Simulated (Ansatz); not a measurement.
# AlFH2O2 + H2S: a complex and its separated parts, part 1 of 2

Aim: how far the complex at one end of a reaction step lies below its separated, relaxed parts, level by level.

Computed with Ansatz 0.2.0, Gaussian basis. Level: PBE0-D4/def2-TZVP structures, single points in def2-TZVPP, no counterpoise correction.

Levels: SPW92, PBE-D4, BLYP-D4, r2SCAN-D4, B97M-V, PBE0-D4, B3LYP-D4, r2SCAN0-D4, BHLYP-D4, CAM-B3LYP-D4, wB97X-V, wB97M-V, B2PLYP, PBE-QIDH, RPA on PBE, Hartree-Fock, MP2, CCSD, CCSD(T).

Correlated methods freeze the cores. B3LYP uses VWN-RPA correlation. B2PLYP carries no dispersion term here.

94 further runs of the same task are left out: 94 set aside as unsound or not needed. Runs told in other sessions of the task aren't counted.

## Step 1: Where the work starts

The complex: 9 atoms, charge 0, spin multiplicity 1.

Atoms are counted from 1 here; the program's logs count them from 0.

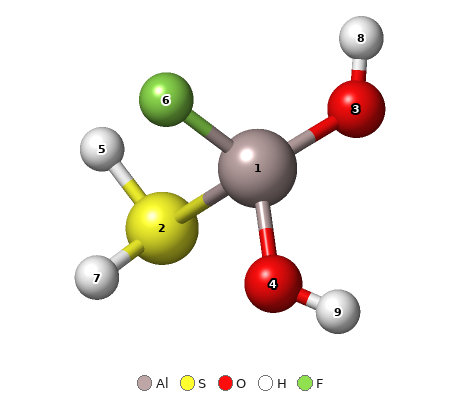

As it starts; aluminium light grey, sulfur yellow, oxygen red, hydrogen white, fluorine green; atoms are numbered from 1 in the order of the file.

Coordinates:

| atom | x (Å) | y (Å) | z (Å) |
| --- | --- | --- | --- |
| Al1 | -0.5253 | -0.3548 | 0.1063 |
| S2 | 1.5457 | 1.0202 | -0.1877 |
| O3 | -0.2080 | -1.7424 | -0.8270 |
| O4 | -1.5664 | 0.8447 | -0.5091 |
| H5 | 2.2136 | 0.5526 | 0.8816 |
| F6 | -0.4075 | -0.4812 | 1.7609 |
| H7 | 1.0245 | 2.0491 | 0.5030 |
| H8 | 0.0064 | -2.5837 | -0.4294 |
| H9 | -2.0830 | 0.6955 | -1.2985 |

Its parts: AlFH2O2 holds atoms 1, 3, 4, 6, 8, 9; H2S holds atoms 2, 5, 7. Each part counts its atoms afresh in its own runs.

## Step 2: Relaxing AlFH2O2 alone

relax-a/in.yaml reads:

```yaml
crystal:
  periodic: [false, false, false]
  atoms:
    - {symbol: Al, position_ang: [-0.525261, -0.354753, 0.106306]}
    - {symbol: O, position_ang: [-0.207964, -1.742449, -0.827000]}
    - {symbol: O, position_ang: [-1.566368, 0.844730, -0.509123]}
    - {symbol: F, position_ang: [-0.407521, -0.481246, 1.760939]}
    - {symbol: H, position_ang: [0.006384, -2.583669, -0.429352]}
    - {symbol: H, position_ang: [-2.082969, 0.695451, -1.298504]}
basis:
  gaussian: {orbitals: def2-TZVP}
hamiltonian: {xc: pbe0, dispersion: d4}
relax: {f_tol: 0.005, max_steps: 200}
```

Run with:

```bash
> ansatz run in.yaml --threads 4 --pin off --events-out ev --progress --plain --max-ram 9574MiB
```

The program printed, shortened:

```text
Functional definition: PBE0
  name "PBE0"
  cite "Adamo & Barone, J. Chem. Phys. 110, 6158 (1999) doi:10.1063/1.478522"
  cite "Perdew, Burke & Ernzerhof, Phys. Rev. Lett. 77, 3865 (1996) doi:10.1103/PhysRevLett.77.3865"
  parent pbe
[...]
825 factors; their error is unknown
[...]
mean field -13438.69510857 eV, -493.8629361651 hartree, gradient 4.2e-5 eV, S^2 0.000000; 0 other end points of the search recorded, 0 dependent functions left out
[...]
reference -13438.69513740 eV, -493.8629372247 hartree; 20, 20 occupied and 122, 122 virtual orbitals, 825 factors
[...]
reference -13438.90936435 eV, -493.8708099200 hartree; 20, 20 occupied and 122, 122 virtual orbitals, 825 factors
Total energy: -13438.98021251 eV, -493.8734135418 hartree
Atom 0 at    -0.749961    -0.481693     0.163127 Å, force     0.003462    -0.004434     0.002964 eV/Å
Atom 1 at    -0.331912    -1.803469    -0.792224 Å, force    -0.000812     0.000045    -0.002062 eV/Å
Atom 2 at    -1.639950     0.797903    -0.463779 Å, force    -0.000138    -0.000723    -0.001137 eV/Å
Atom 3 at    -0.298184    -0.405424     1.739775 Å, force    -0.000941     0.001909     0.000321 eV/Å
Atom 4 at     0.172447    -2.548900    -0.471597 Å, force    -0.000547     0.001373     0.000428 eV/Å
Atom 5 at    -1.936139     0.819646    -1.372036 Å, force    -0.001025     0.001829    -0.000514 eV/Å
Dipole moment:     0.039894    -0.251381    -0.307725 e Å
```

Wall time 13 s (4 threads of Arm Neoverse V1, shared host).

The steps of the relaxation: (the energy doesn't fall at every step)

| step | energy from step 1 (eV) | largest force component (eV/Å) |
| --- | --- | --- |
| 1 | 0.0000 | 1.3486 |
| 2 | -0.1533 | 0.9711 |
| 3 | -0.1811 | 0.6998 |
| 4 | -0.2025 | 0.3829 |
| 5 | -0.1912 | 0.4494 |
| 6 | -0.2129 | 0.1560 |
| 7 | -0.2142 | 0.0194 |
| 8 | -0.2143 | 0.0044 |

Close pairs (by a distance rule), those that changed most:

| bond | before (Å) | after (Å) | change (Å) |
| --- | --- | --- | --- |
| Al1–O3 | 1.703 | 1.680 | -0.023 |
| Al1–F4 | 1.664 | 1.642 | -0.022 |
| Al1–O2 | 1.702 | 1.684 | -0.019 |
| O2–H5 | 0.955 | 0.955 | +0.001 |
| O3–H6 | 0.955 | 0.956 | +0.000 |

## Step 3: Relaxing H2S alone

relax-b/in.yaml reads:

```yaml
crystal:
  periodic: [false, false, false]
  atoms:
    - {symbol: S, position_ang: [1.545668, 1.020212, -0.187714]}
    - {symbol: H, position_ang: [2.213593, 0.552611, 0.881580]}
    - {symbol: H, position_ang: [1.024536, 2.049111, 0.502968]}
basis:
  gaussian: {orbitals: def2-TZVP}
hamiltonian: {xc: pbe0, dispersion: d4}
relax: {f_tol: 0.005, max_steps: 200}
```

Run with:

```bash
> ansatz run in.yaml --threads 4 --pin off --events-out ev --progress --plain --max-ram 9574MiB
```

The program printed, shortened:

```text
[... 5 set-up lines as earlier in the session ...]
[...]
359 factors; their error is unknown
[...]
mean field -10864.44994813 eV, -399.2611714052 hartree, gradient 5.9e-5 eV, S^2 0.000000; 0 other end points of the search recorded, 0 dependent functions left out
[...]
reference -10864.45047967 eV, -399.2611909388 hartree; 9, 9 occupied and 40, 40 virtual orbitals, 359 factors
Total energy: -10864.46265919 eV, -399.2616385278 hartree
Atom 0 at     1.545606     1.019604    -0.189310 Å, force    -0.000003     0.000004    -0.000001 eV/Å
Atom 1 at     2.209467     0.558124     0.881001 Å, force     0.000006    -0.000007     0.000004 eV/Å
Atom 2 at     1.028724     2.044206     0.505143 Å, force    -0.000003     0.000003    -0.000003 eV/Å
Dipole moment:     0.019143     0.073344     0.229851 e Å
```

It took 0.85 s on 4 threads of Arm Neoverse V1, shared host.

The steps of the relaxation:

| step | energy from step 1 (eV) | largest force component (eV/Å) |
| --- | --- | --- |
| 1 | 0.0000 | 0.0749 |
| 2 | -0.0005 | 0.0490 |
| 3 | -0.0005 | 0.0090 |
| 4 | -0.0005 | 0.0000 |

Close pairs (by a distance rule), those that changed most:

| bond | before (Å) | after (Å) | change (Å) |
| --- | --- | --- | --- |
| S1–H2 | 1.345 | 1.341 | -0.003 |
| S1–H3 | 1.344 | 1.341 | -0.003 |

## Step 4: SPW92/def2-TZVPP

parta/in.yaml reads:

```yaml
crystal:
  periodic: [false, false, false]
  atoms:
    - {symbol: Al, position_ang: [-0.749961, -0.481693, 0.163127]}
    - {symbol: O, position_ang: [-0.331912, -1.803469, -0.792224]}
    - {symbol: O, position_ang: [-1.639950, 0.797903, -0.463779]}
    - {symbol: F, position_ang: [-0.298184, -0.405424, 1.739775]}
    - {symbol: H, position_ang: [0.172447, -2.548900, -0.471597]}
    - {symbol: H, position_ang: [-1.936139, 0.819646, -1.372036]}
basis:
  gaussian: {orbitals: def2-TZVPP}
hamiltonian: {xc: lda}
```

partb/in.yaml reads:

```yaml
crystal:
  periodic: [false, false, false]
  atoms:
    - {symbol: S, position_ang: [1.545606, 1.019604, -0.189310]}
    - {symbol: H, position_ang: [2.209467, 0.558124, 0.881001]}
    - {symbol: H, position_ang: [1.028724, 2.044206, 0.505143]}
basis:
  gaussian: {orbitals: def2-TZVPP}
hamiltonian: {xc: lda}
```

The same command starts each run, in its folder.

Run with:

```bash
> ansatz run in.yaml --threads 4 --pin off --events-out ev --progress --plain --max-ram 9574MiB
```

Log of parta, shortened:

```text
Functional definition: SPW92
  name "SPW92"
  cite "Dirac, Proc. Camb. Phil. Soc. 26, 376 (1930) doi:10.1017/S0305004100016108"
  cite "Slater, Phys. Rev. 81, 385 (1951) doi:10.1103/PhysRev.81.385"
  cite "Perdew & Wang, Phys. Rev. B 45, 13244 (1992) doi:10.1103/PhysRevB.45.13244"
[...]
845 factors; their error is unknown
[...]
mean field -13373.91253123 eV, -491.4822203593 hartree, gradient 8.4e-5 eV, S^2 0.000000; 0 other end points of the search recorded, 0 dependent functions left out
reference -13373.91256937 eV, -491.4822217609 hartree; 20, 20 occupied and 143, 143 virtual orbitals, 845 factors
Total energy: -13373.91256937 eV, -491.4822217609 hartree
```

Log of partb, shortened:

```text
[... 5 set-up lines as earlier in the session ...]
[...]
402 factors; their error is unknown
[...]
mean field -10830.30345194 eV, -398.0063108154 hartree, gradient 1.5e-5 eV, S^2 0.000000; 0 other end points of the search recorded, 0 dependent functions left out
reference -10830.30347278 eV, -398.0063115813 hartree; 9, 9 occupied and 61, 61 virtual orbitals, 402 factors
Total energy: -10830.30347278 eV, -398.0063115813 hartree
```

Times: 0.65 s (parta), 0.2 s (partb) on 4 threads of Arm Neoverse V1, shared host.

## Step 5: PBE-D4/def2-TZVPP

Each input of step 4 (parta, partb) changes in the same lines:

```diff
-hamiltonian: {xc: lda}
+hamiltonian: {xc: pbe, dispersion: d4}
```

Each run has its own folder and the same command.

Run with:

```bash
> ansatz run in.yaml --threads 4 --pin off --events-out ev --progress --plain --max-ram 9574MiB
```

Log of parta, shortened:

```text
Functional definition: PBE
  name "PBE"
[... 2 set-up lines as earlier in the session ...]
[...]
845 factors; their error is unknown
[...]
mean field -13438.44580424 eV, -493.8537744002 hartree, gradient 4.7e-5 eV, S^2 0.000000; 0 other end points of the search recorded, 0 dependent functions left out
reference -13438.44584537 eV, -493.8537759116 hartree; 20, 20 occupied and 143, 143 virtual orbitals, 845 factors
Total energy: -13438.53059197 eV, -493.8568902916 hartree
```

partb printed, shortened:

```text
[... 4 set-up lines as earlier in the session ...]
[...]
402 factors; their error is unknown
[...]
mean field -10863.54269371 eV, -399.2278304201 hartree, gradient 3.3e-5 eV, S^2 0.000000; 0 other end points of the search recorded, 0 dependent functions left out
reference -10863.54271596 eV, -399.2278312378 hartree; 9, 9 occupied and 61, 61 virtual orbitals, 402 factors
Total energy: -10863.55775275 eV, -399.2283838295 hartree
```

Wall times: 1.1 s (parta), 0.2 s (partb) on 4 threads of Arm Neoverse V1, shared host.

## Step 6: BLYP-D4/def2-TZVPP

Each input of step 5 (parta, partb) changes in the same lines:

```diff
-hamiltonian: {xc: pbe, dispersion: d4}
+hamiltonian: {xc: {name: BLYP}, dispersion: d4}
```

The same command starts each run, in its folder.

Run with:

```bash
> ansatz run in.yaml --threads 4 --pin off --events-out ev --progress --plain --max-ram 9574MiB
```

Output in parta, shortened:

```text
Functional definition: BLYP
  name "BLYP"
  cite "Becke, Phys. Rev. A 38, 3098 (1988) doi:10.1103/PhysRevA.38.3098"
  cite "Lee, Yang & Parr, Phys. Rev. B 37, 785 (1988) doi:10.1103/PhysRevB.37.785"
[...]
845 factors; their error is unknown
[...]
mean field -13448.56535336 eV, -494.2256609710 hartree, gradient 2.8e-5 eV, S^2 0.000000; 0 other end points of the search recorded, 0 dependent functions left out
reference -13448.56566368 eV, -494.2256723752 hartree; 20, 20 occupied and 143, 143 virtual orbitals, 845 factors
Total energy: -13448.75361879 eV, -494.2325795978 hartree
```

partb printed, shortened:

```text
[... 4 set-up lines as earlier in the session ...]
[...]
402 factors; their error is unknown
[...]
mean field -10868.21006461 eV, -399.3993531370 hartree, gradient 2.3e-5 eV, S^2 0.000000; 0 other end points of the search recorded, 0 dependent functions left out
reference -10868.21027847 eV, -399.3993609963 hartree; 9, 9 occupied and 61, 61 virtual orbitals, 402 factors
Total energy: -10868.24597056 eV, -399.4006726562 hartree
```

They took 1 s (parta), 0.2 s (partb) on 4 threads of Arm Neoverse V1, shared host.

## Step 7: r2SCAN-D4/def2-TZVPP

Each input of step 6 (parta, partb) changes in the same lines:

```diff
-hamiltonian: {xc: {name: BLYP}, dispersion: d4}
+hamiltonian: {xc: r2scan, dispersion: d4}
```

Each run has its own folder and the same command.

Run with:

```bash
> ansatz run in.yaml --threads 4 --pin off --events-out ev --progress --plain --max-ram 9574MiB
```

Log of parta, shortened:

```text
Functional definition: r2SCAN
  name "r2SCAN"
  cite "Furness, Kaplan, Ning, Perdew & Sun, J. Phys. Chem. Lett. 11, 8208 (2020) doi:10.1021/acs.jpclett.0c02405"
  cite "Furness, Kaplan, Ning, Perdew & Sun, J. Phys. Chem. Lett. 11, 9248 (2020) doi:10.1021/acs.jpclett.0c03077"
  parent r2scan
[...]
845 factors; their error is unknown
[...]
mean field -13445.40178569 eV, -494.1094020035 hartree, gradient 2.0e-5 eV, S^2 0.000000; 0 other end points of the search recorded, 0 dependent functions left out
reference -13445.40179797 eV, -494.1094024546 hartree; 20, 20 occupied and 143, 143 virtual orbitals, 845 factors
Total energy: -13445.42134770 eV, -494.1101208940 hartree
```

partb printed, shortened:

```text
[... 5 set-up lines as earlier in the session ...]
[...]
402 factors; their error is unknown
[...]
mean field -10867.52470667 eV, -399.3741666972 hartree, gradient 2.2e-5 eV, S^2 0.000000; 0 other end points of the search recorded, 0 dependent functions left out
reference -10867.52471336 eV, -399.3741669433 hartree; 9, 9 occupied and 61, 61 virtual orbitals, 402 factors
Total energy: -10867.52806164 eV, -399.3742899900 hartree
```

They took 2.2 s (parta), 0.6 s (partb) on 4 threads of Arm Neoverse V1, shared host.

## Step 8: B97M-V/def2-TZVPP

The same edit goes into each in.yaml of step 7 (parta, partb):

```diff
-hamiltonian: {xc: r2scan, dispersion: d4}
+hamiltonian: {xc: {name: B97M-V}}
```

The same command starts each run, in its folder.

Run with:

```bash
> ansatz run in.yaml --threads 4 --pin off --events-out ev --progress --plain --max-ram 9574MiB
```

Log of parta, shortened:

```text
Functional definition: B97M-V
  name "B97M-V"
  cite "Mardirossian & Head-Gordon, J. Chem. Phys. 142, 074111 (2015) doi:10.1063/1.4907719"
  cite "Becke, J. Chem. Phys. 107, 8554 (1997) doi:10.1063/1.475007"
  cite "Vydrov & Van Voorhis, J. Chem. Phys. 133, 244103 (2010) doi:10.1063/1.3521275"
  # Of w^i u^j: cxij and so on, Table III.
[...]
  gx(w, u) = cx00 + cx01*u + cx02*u^2 + (cx10 + cx11*u)*w
[...]
  gos(w, u) = cos00 + cos01*u + cos03*u^3 + cos10*w + cos32*w^3*u^2
[...]
      + integral(e_c_pw_mod_opposite_spin*gos(b97_w_opposite, b97_u_opposite)) + vv10(b, c)
845 factors; their error is unknown
[...]
mean field -13445.23112058 eV, -494.1031301764 hartree, gradient 7.8e-5 eV, S^2 0.000000; 0 other end points of the search recorded, 0 dependent functions left out
reference -13445.23117866 eV, -494.1031323108 hartree; 20, 20 occupied and 143, 143 virtual orbitals, 845 factors
Total energy: -13445.23117866 eV, -494.1031323108 hartree
```

Log of partb, shortened:

```text
[... 5 set-up lines as earlier in the session ...]
  # Of w^i u^j: cxij and so on, Table III.
[...]
  gx(w, u) = cx00 + cx01*u + cx02*u^2 + (cx10 + cx11*u)*w
[...]
  gos(w, u) = cos00 + cos01*u + cos03*u^3 + cos10*w + cos32*w^3*u^2
[...]
      + integral(e_c_pw_mod_opposite_spin*gos(b97_w_opposite, b97_u_opposite)) + vv10(b, c)
402 factors; their error is unknown
[...]
mean field -10865.55701468 eV, -399.3018553505 hartree, gradient 2.2e-5 eV, S^2 0.000000; 0 other end points of the search recorded, 0 dependent functions left out
reference -10865.55704933 eV, -399.3018566238 hartree; 9, 9 occupied and 61, 61 virtual orbitals, 402 factors
Total energy: -10865.55704933 eV, -399.3018566238 hartree
```

Times: 3.9 s (parta), 0.75 s (partb) on 4 threads of Arm Neoverse V1, shared host.

## Step 9: PBE0-D4/def2-TZVPP

The same edit goes into each in.yaml of step 8 (parta, partb):

```diff
-hamiltonian: {xc: {name: B97M-V}}
+hamiltonian: {xc: pbe0, dispersion: d4}
+output: {orbitals: {seedname: orbitals}}
```

Each run has its own folder and the same command.

Run with:

```bash
> ansatz run in.yaml --threads 4 --pin off --events-out ev --progress --plain --max-ram 9574MiB
```

Output in parta, shortened:

```text
[... 5 set-up lines as earlier in the session ...]
[...]
876 factors; their error is unknown
[...]
mean field -13439.00573526 eV, -493.8743514857 hartree, gradient 3.9e-5 eV, S^2 0.000000; 0 other end points of the search recorded, 0 dependent functions left out
reference -13439.00576483 eV, -493.8743525722 hartree; 20, 20 occupied and 143, 143 virtual orbitals, 876 factors
Total energy: -13439.07661299 eV, -493.8769561941 hartree
```

Output in partb, shortened:

```text
[... 5 set-up lines as earlier in the session ...]
[...]
433 factors; their error is unknown
[...]
mean field -10864.48423239 eV, -399.2624313283 hartree, gradient 4.8e-6 eV, S^2 0.000000; 0 other end points of the search recorded, 0 dependent functions left out
reference -10864.48424901 eV, -399.2624319391 hartree; 9, 9 occupied and 61, 61 virtual orbitals, 433 factors
Total energy: -10864.49642852 eV, -399.2628795281 hartree
```

They took 1.9 s (parta), 0.25 s (partb) on 4 threads of Arm Neoverse V1, shared host.

## Step 10: B3LYP-D4/def2-TZVPP

Each input of step 9 (parta, partb) changes in the same lines:

```diff
-hamiltonian: {xc: pbe0, dispersion: d4}
-output: {orbitals: {seedname: orbitals}}
+hamiltonian: {xc: {name: B3LYP}, dispersion: d4}
```

One command serves all of them, each in its own folder.

Run with:

```bash
> ansatz run in.yaml --threads 4 --pin off --events-out ev --progress --plain --max-ram 9574MiB
```

Log of parta, shortened:

```text
Functional definition: B3LYP
  name "B3LYP"
  cite "Stephens, Devlin, Chabalowski & Frisch, J. Phys. Chem. 98, 11623 (1994) doi:10.1021/j100096a001"
[... 2 set-up lines as earlier in the session ...]
  cite "Vosko, Wilk & Nusair, Can. J. Phys. 58, 1200 (1980) doi:10.1139/p80-159"
[...]
869 factors; their error is unknown
[...]
mean field -13449.85182691 eV, -494.2729380020 hartree, gradient 5.2e-5 eV, S^2 0.000000; 0 other end points of the search recorded, 0 dependent functions left out
reference -13449.85205516 eV, -494.2729463899 hartree; 20, 20 occupied and 143, 143 virtual orbitals, 869 factors
Total energy: -13449.98976503 eV, -494.2780071345 hartree
```

Output in partb, shortened:

```text
[... 6 set-up lines as earlier in the session ...]
[...]
414 factors; their error is unknown
[...]
mean field -10868.95565839 eV, -399.4267532029 hartree, gradient 4.0e-6 eV, S^2 0.000000; 0 other end points of the search recorded, 0 dependent functions left out
reference -10868.95581611 eV, -399.4267589991 hartree; 9, 9 occupied and 61, 61 virtual orbitals, 414 factors
Total energy: -10868.98025131 eV, -399.4276569763 hartree
```

Wall times: 2 s (parta), 0.25 s (partb) on 4 threads of Arm Neoverse V1, shared host.

## Step 11: r2SCAN0-D4/def2-TZVPP

The same edit goes into each in.yaml of step 10 (parta, partb):

```diff
-hamiltonian: {xc: {name: B3LYP}, dispersion: d4}
+hamiltonian: {xc: {name: r2SCAN0}, dispersion: d4}
```

One command serves all of them, each in its own folder.

Run with:

```bash
> ansatz run in.yaml --threads 4 --pin off --events-out ev --progress --plain --max-ram 9574MiB
```

Log of parta, shortened:

```text
Functional definition: r2SCAN0
  name "r2SCAN0"
  cite "Bursch, Neugebauer, Ehlert & Grimme, J. Chem. Phys. 156, 134105 (2022) doi:10.1063/5.0086040"
[... 3 set-up lines as earlier in the session ...]
[...]
876 factors; their error is unknown
[...]
mean field -13444.25924937 eV, -494.0674145682 hartree, gradient 3.1e-5 eV, S^2 0.000000; 0 other end points of the search recorded, 0 dependent functions left out
reference -13444.25925894 eV, -494.0674149199 hartree; 20, 20 occupied and 143, 143 virtual orbitals, 876 factors
Total energy: -13444.28238884 eV, -494.0682649281 hartree
```

Log of partb, shortened:

```text
[... 6 set-up lines as earlier in the session ...]
[...]
433 factors; their error is unknown
[...]
mean field -10867.41044793 eV, -399.3699677662 hartree, gradient 1.2e-5 eV, S^2 0.000000; 0 other end points of the search recorded, 0 dependent functions left out
reference -10867.41045328 eV, -399.3699679625 hartree; 9, 9 occupied and 61, 61 virtual orbitals, 433 factors
Total energy: -10867.41431133 eV, -399.3701097434 hartree
```

Times: 3.3 s (parta), 0.75 s (partb) on 4 threads of Arm Neoverse V1, shared host.

## Step 12: BHLYP-D4/def2-TZVPP

The same edit goes into each in.yaml of step 11 (parta, partb):

```diff
-hamiltonian: {xc: {name: r2SCAN0}, dispersion: d4}
+hamiltonian: {xc: {name: BHLYP}, dispersion: d4}
```

The same command starts each run, in its folder.

Run with:

```bash
> ansatz run in.yaml --threads 4 --pin off --events-out ev --progress --plain --max-ram 9574MiB
```

parta printed, shortened:

```text
Functional definition: BHLYP
  name "BHLYP"
  cite "Becke, J. Chem. Phys. 98, 1372 (1993) doi:10.1063/1.464304"
[... 2 set-up lines as earlier in the session ...]
[...]
952 factors; their error is unknown
[...]
mean field -13446.35213850 eV, -494.1443268252 hartree, gradient 2.6e-5 eV, S^2 0.000000; 0 other end points of the search recorded, 0 dependent functions left out
reference -13446.35228781 eV, -494.1443323122 hartree; 20, 20 occupied and 143, 143 virtual orbitals, 952 factors
Total energy: -13446.45875351 eV, -494.1482448544 hartree
```

Output in partb, shortened:

```text
[... 5 set-up lines as earlier in the session ...]
[...]
453 factors; their error is unknown
[...]
mean field -10868.25161587 eV, -399.4008801178 hartree, gradient 1.3e-5 eV, S^2 0.000000; 0 other end points of the search recorded, 0 dependent functions left out
reference -10868.25172257 eV, -399.4008840390 hartree; 9, 9 occupied and 61, 61 virtual orbitals, 453 factors
Total energy: -10868.26804972 eV, -399.4014840506 hartree
```

They took 1.9 s (parta), 0.25 s (partb) on 4 threads of Arm Neoverse V1, shared host.

(Continued in part 2 of 2.)
